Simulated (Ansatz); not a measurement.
## Electronic structure of AlFH$_{2}$PSi (SMILES [F][Al+][P]=[SiH2]) (charge +1) in real space

The calculation's input:

```
basis:
  gaussian: {orbitals: def2-TZVPD}
crystal:
  periodic: [false, false, false]
  atoms:
    - symbol: Al
      position_ang: [-3.156622, -0.508490, 1.835944]
    - symbol: F
      position_ang: [-3.302215, -1.617349, 3.022672]
    - symbol: P
      position_ang: [-3.025100, 1.047107, 0.254512]
    - symbol: Si
      position_ang: [-1.407100, 0.049121, -0.691025]
    - symbol: H
      position_ang: [-0.856315, 0.684077, -1.908126]
    - symbol: H
      position_ang: [-0.749631, -1.218115, -0.283158]
total_charge: 1
magnetization: {spin_polarized: false, initial_magnetization: 0}
hamiltonian: {xc: {name: PBE0}}
output: {forces: true, orbitals: {seedname: orbitals}}
```

Command:

```sh
ansatz run input.yaml --threads 1 --pin off --max-ram 2610MiB --events-out events.jsonl --progress --plain --runs-dir runs
```

Geometry: B3LYP-D3(BJ)/def2-SVP.

Theory: isolated molecule in a Gaussian basis; Kohn-Sham density functional theory, functional PBE0 (Ansatz 0.2.0).

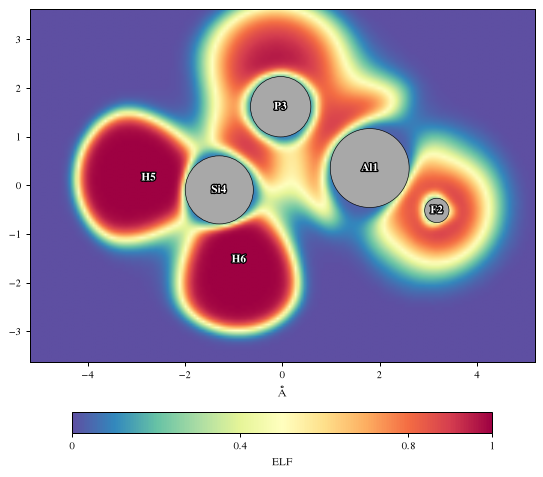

Figure 1. Electron localisation function on the molecular plane. Grey discs cover the atomic cores.

> Interpret the plot.

The section cuts through Al, F, P, Si and H sites. Al–F (1.63 Å): the ELF peaks at about 0.85 in the valence shell of F, 0.5 Å from its nucleus, and is about 0.35 at the midpoint. Si–P (2.12 Å): the ELF peaks at about 0.90 between the atoms, as expected for a covalent bond. Al–P (2.22 Å): the ELF peaks at about 0.85 in the valence shell of P, 1.1 Å from its nucleus, and is about 0.85 at the midpoint. Si–H (1.48 Å): the ELF climbs to about 1 towards the hydrogen, as it does in any bond to H. The ELF also peaks beside F2 and P3, away from the bonds: lone-pair regions.

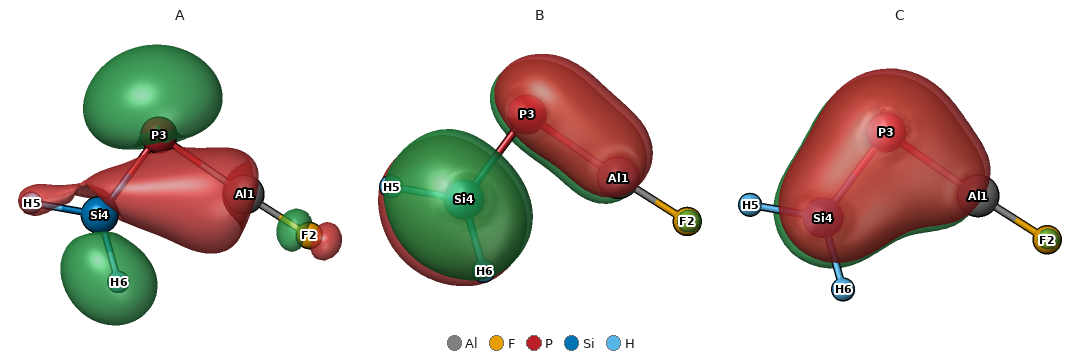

Figure 2. Three frontier orbitals at ±0.08 Å⁻³ᐟ² (green and red are the two phases), in no order.

> Which picture is the HOMO−1, the HOMO and the LUMO?

A is the HOMO−1 (−13.63 eV). Its weight (Hirshfeld) is mainly on P3 (about 60 %), Al1 (about 15 %), Si4 (about 15 %) and H6 (about 10 %); it is symmetric in the molecular plane (an in-plane orbital: σ, lone-pair or in-plane π type). C is the HOMO (−12.65 eV). Its weight (Hirshfeld) is mainly on P3 (about 60 %), Si4 (about 25 %) and Al1 (about 15 %); it changes sign across the molecular plane (π type); π-bonding across P3–Si4. B is the LUMO (−7.76 eV). By Hirshfeld shares it lies mainly on Si4 (about 60 %), P3 (about 20 %) and Al1 (about 10 %); it changes sign across the molecular plane (π type); π-bonding across Al1–P3; π-antibonding (a node) across P3–Si4.

> What is the HOMO–LUMO gap?

4.89 eV between the orbital energies.

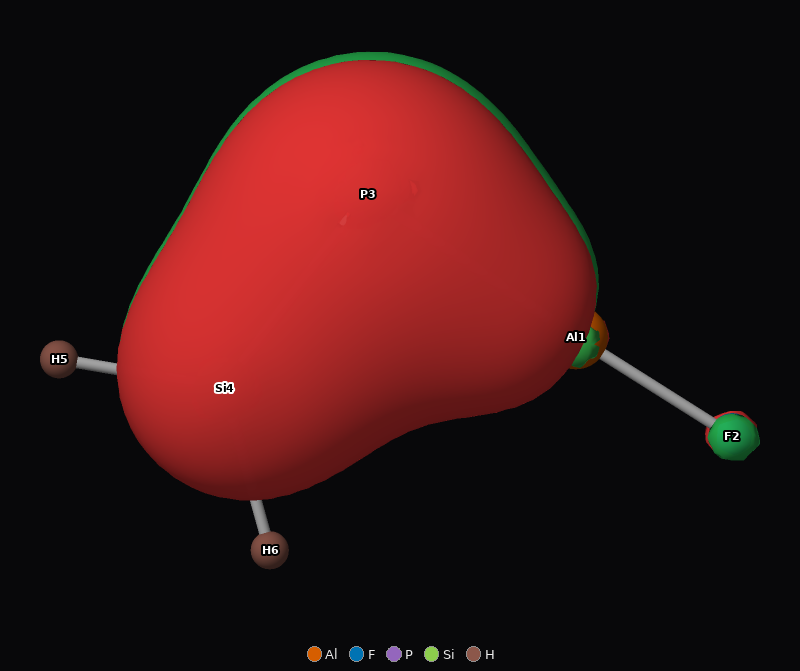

Figure 3. The HOMO at ±0.08 Å⁻³ᐟ² (green and red are the two phases), seen across its widest extent.

> Where does this orbital lie, and at what energy?

By Hirshfeld shares it lies mainly on P3 (about 60 %), Si4 (about 25 %) and Al1 (about 15 %); it changes sign across the molecular plane (π type); π-bonding across P3–Si4. Its energy is −12.65 eV.
